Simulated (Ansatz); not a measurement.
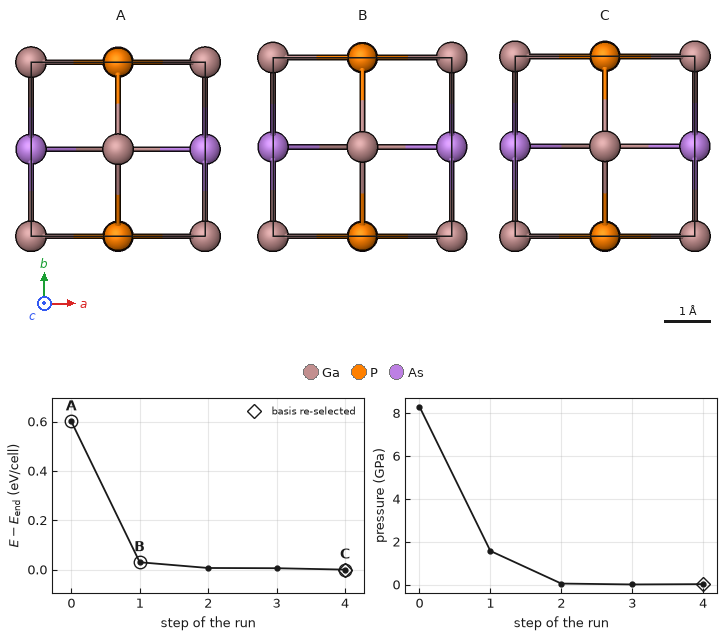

Frames of a relaxation of crystalline Ga5As3P2 (a generated structure, set up in I-4m2) (coarse preliminary run), marked on the history of the run. The picture is a ball-and-stick view of the conventional cell (2 times the calculation's cell), seen along the c axis. Lengths and directions refer to the drawn axes.

These are results of DFT PBE, scalar-relativistic, plane waves, PAW (Ansatz 0.2.0), not measurements. Set-up: plane-wave cutoff 420 eV; k-point mesh 6 × 6 × 6; occupations gaussian; smearing width 0.1 eV; no spin polarisation; cell and atoms relaxed; force threshold 0.04 eV/Å; at most 70 steps.

Describe the path.

The largest moves relative to the cell, 0.13 Å, are those of Ga atoms. By element the largest moves are Ga 0.13 Å, As 0.08 Å, P 0.06 Å. The volume changes by +10.1 %, with a = b 3.867 → 3.996 Å (+3.4 %), c 27.343 → 28.195 Å (+3.1 %). Among the contacts that change: As–Ga 2.368 → 2.469 Å, Ga–P 2.368 → 2.409 Å. Among the angles between lasting bonds that change: Ga–P–Ga 109.5° → 112.1°, P–Ga–P 109.5° → 112.0°. The space group stays I-4m2 (No. 119). Over 3 accepted moves (4 points after the start) the energy falls by 0.600 eV per cell of the calculation. The largest force component goes from 0.87 to 0.0039 eV/Å. Pressure: 8.30 GPa at the start and 0.02 GPa at the end. At 1 point the geometry stayed and the basis and grid were re-selected for the new cell (energy shift of 5.7 meV per cell of the calculation at most each time). Cost: 110 s on 4 threads of Intel(R) Xeon(R) Processor @ 2.50GHz (Skylake/Cascade Lake), on a shared host, peak memory 0.88 GiB. From step 0 to 1: Ga atoms move most (0.14 Å), volume +7.7 %, energy −0.570 eV per cell of the calculation. From step 1 to 4: volume +2.2 %, energy −29.9 meV per cell of the calculation.

```tsv
step	E − E(0), meV/atom	largest force component, eV/Å	pressure, GPa	volume, Å³/atom	note
0	0.00	0.8709	8.30	20.442	
1	-57.05	0.0618	1.57	22.024	
2	-59.37	0.0538	0.05	22.503	
3	-59.46	0.0036	0.01	22.516	
4	-60.04	0.0039	0.02	22.516	same geometry, new basis
```
